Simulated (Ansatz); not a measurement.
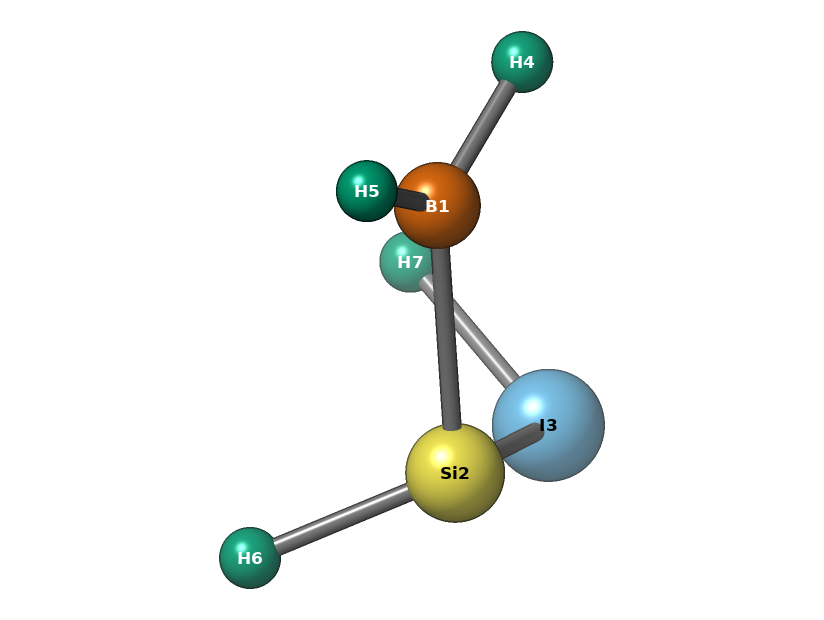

I3 lies behind Si2. The molecule seen a little off the Si2–I3 bond, Si2 in front. Depth is shown by fading: the farther an atom, the more it takes the colour of the background. Computed geometry: PBE-D4/def2-SVP optimisation. No frequency run is at hand to confirm it as a minimum.

### What is the torsion angle B1–Si2–I3–H7? The sign is positive where the front bond must turn clockwise to cover the back bond.

−49°, synclinal (gauche).
